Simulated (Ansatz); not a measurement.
# W(NH)2(OH)2 (H4N2O2W): the relaxed shape and its frontier levels

What does W(NH)2(OH)2 (H4N2O2W) look like as a singlet, and where do its frontier electrons sit?

Computed with Ansatz 0.2.0, Gaussian basis. Level: RKS PBE0-D4/def2-TZVP.

Plan: a search for the lowest solution at PBE0-D4/def2-SVP; a single point at PBE0-D4/def2-TZVP.

2 further runs of the same task are left out: 2 set aside as unsound or not needed.

## 1. The geometry

The geometry is that of the singlet, from an earlier relaxation (PBE-D4/def2-SVP).

9 atoms, charge 0, spin multiplicity 1.

Atoms are counted from 1 here; the program's logs count them from 0.

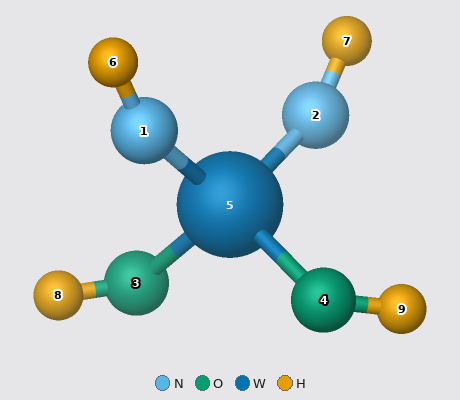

The structure; colours as in the key; atoms are numbered from 1 in the order of the file.

W takes a core potential in the def2 sets. No spin-orbit coupling is included.

Bonds by kind at the end (by distance):

```
bond  count  shortest (Å)  longest (Å)
 O–W      2         1.923        1.923
 N–W      2         1.769        1.769
 H–O      2         0.974        0.974
 H–N      2         1.023        1.023
```

## 2. Searching for the lowest solution, PBE0-D4/def2-SVP

start.molden holds the orbitals of an earlier run on this state, given as this run's starting guess.

in.yaml

```yaml
crystal:
  periodic: [false, false, false]
  atoms:
    - {symbol: N, position_ang: [-0.099615, 0.290523, 1.669968]}
    - {symbol: N, position_ang: [1.518122, -0.031275, -0.759882]}
    - {symbol: O, position_ang: [-1.077853, 1.397091, -0.938807]}
    - {symbol: O, position_ang: [-0.894155, -1.757698, -0.326240]}
    - {symbol: W, position_ang: [-0.110895, -0.020341, -0.071135]}
    - {symbol: H, position_ang: [0.312221, 0.463819, 2.590201]}
    - {symbol: H, position_ang: [2.537243, 0.057276, -0.762264]}
    - {symbol: H, position_ang: [-1.670834, 1.967166, -0.416705]}
    - {symbol: H, position_ang: [-0.514225, -2.366561, -0.985135]}
basis:
  gaussian: {orbitals: def2-SVP, initial_orbitals: start.molden}
hamiltonian: {xc: pbe0, dispersion: d4}
output: {orbitals: {seedname: orbitals}}
```

Run with:

```bash
$ ansatz run in.yaml --threads 2 --pin off --events-out ev --progress --plain --max-ram 4352MiB
```

Log:

```text
Functional definition: PBE0
  name "PBE0"
  cite "Adamo & Barone, J. Chem. Phys. 110, 6158 (1999) doi:10.1063/1.478522"
  cite "Perdew, Burke & Ernzerhof, Phys. Rev. Lett. 77, 3865 (1996) doi:10.1103/PhysRevLett.77.3865"
  parent pbe
  parameter a = 0.25
  parameter kappa = 0.804
  parameter beta = 0.06672455060314922
  exchange = (1 - a)*pbe_x(kappa = kappa, mu = beta*pi^2/3) + a*exact_x
  correlation = pbe_c(beta = beta)
1209 factors; their error is unknown
mean field evaluation 1: about -8954.2507 eV, gradient 7.3e0 eV
mean field evaluation 2: about -8954.3961 eV, gradient 1.8e-1 eV
mean field evaluation 4: about -8954.4589 eV, gradient 4.7e-4 eV
mean field evaluation 8: about -8933.4787 eV, gradient 1.0e2 eV
mean field evaluation 16: about -8954.4588 eV, gradient 1.8e-1 eV
mean field -8954.45890837 eV, -329.0702953324 hartree, gradient 1.0e-5 eV, S^2 0.000000; 1 other end points of the search recorded, 0 dependent functions left out
reference -8954.45896048 eV, -329.0702972475 hartree; 24, 24 occupied and 84, 84 virtual orbitals, 1209 factors
Total energy: -8954.63367440 eV, -329.0767178656 hartree
```

Wall time 3 s (2 threads of AMD EPYC 7R43, shared host).

From the report: HOMO -7.47 eV, LUMO -0.69 eV.

## 3. Single point, PBE0-D4/def2-TZVP

Edit in.yaml of step 2 so:

```diff
@@ -13,4 +13,5 @@
 basis:
-  gaussian: {orbitals: def2-SVP, initial_orbitals: start.molden}
+  gaussian: {orbitals: def2-TZVP, initial_orbitals: start.molden}
 hamiltonian: {xc: pbe0, dispersion: d4}
+scf: {omitted_lower_state_checks: [starts]}
 output: {orbitals: {seedname: orbitals}}
```

Same command.

Log:

```text
Functional definition: PBE0
  name "PBE0"
  cite "Adamo & Barone, J. Chem. Phys. 110, 6158 (1999) doi:10.1063/1.478522"
  cite "Perdew, Burke & Ernzerhof, Phys. Rev. Lett. 77, 3865 (1996) doi:10.1103/PhysRevLett.77.3865"
  parent pbe
  parameter a = 0.25
  parameter kappa = 0.804
  parameter beta = 0.06672455060314922
  exchange = (1 - a)*pbe_x(kappa = kappa, mu = beta*pi^2/3) + a*exact_x
  correlation = pbe_c(beta = beta)
these checks for a lower state are left out or cut short: starts
1188 factors; their error is unknown
mean field evaluation 1: about -8959.3741 eV, gradient 1.7e2 eV
mean field evaluation 2: about -8963.4977 eV, gradient 4.7e0 eV
mean field evaluation 4: about -8963.5782 eV, gradient 3.2e-1 eV
mean field evaluation 8: about -8963.5783 eV, gradient 9.6e-6 eV
mean field -8963.57828951 eV, -329.4054264081 hartree, gradient 9.6e-6 eV, S^2 0.000000; 0 other end points of the search recorded, 0 dependent functions left out
reference -8963.57831893 eV, -329.4054274889 hartree; 24, 24 occupied and 164, 164 virtual orbitals, 1188 factors
Total energy: -8963.75303285 eV, -329.4118481070 hartree
Checks for a lower state left out: starts
```

Run time: 3.7 s. Hardware: 2 threads of AMD EPYC 7R43, shared host.

From the report: HOMO -7.58 eV, LUMO -0.82 eV.

Mulliken charges, from this run's orbitals:

```
atom  value (e)
  N1      -0.62
  N2      -0.62
  O3      -0.64
  O4      -0.64
  W5       1.32
  H6       0.25
  H7       0.25
  H8       0.35
  H9       0.35
```

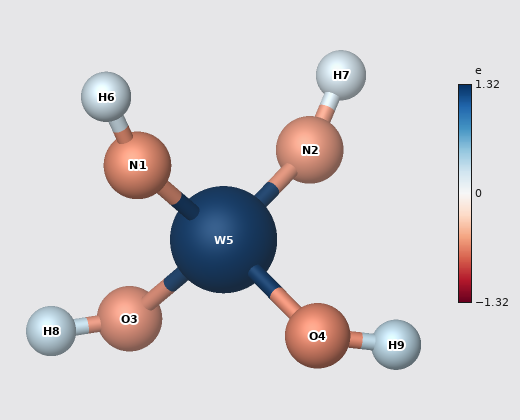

Mulliken charges, from this run's orbitals, as colours on the atoms.

Largest Mayer bond orders: N1–W5 2.10; N2–W5 2.10; O3–W5 1.03; O4–W5 1.03; N1–H6 0.88; N2–H7 0.88; O3–H8 0.87; O4–H9 0.87.

## 4. Outcome

| quantity | value |
| --- | --- |
| point group | C2 |
| near neighbours of the metal | N 1.77, N 1.77, O 1.92, O 1.92 Å |
| HOMO, LUMO at PBE0-D4/def2-TZVP | -7.58, -0.82 eV |
| charge on the metal (Mulliken, PBE0-D4/def2-TZVP) | +1.32 e |

The metal has 4 near neighbours by the distance rule, from 1.77 to 1.92 Å. No usable vibrations, so a minimum isn't proven. Whether this spin is the lowest isn't tested here. The point group is read from a loosely relaxed geometry; soft torsions can leave it below the true symmetry.
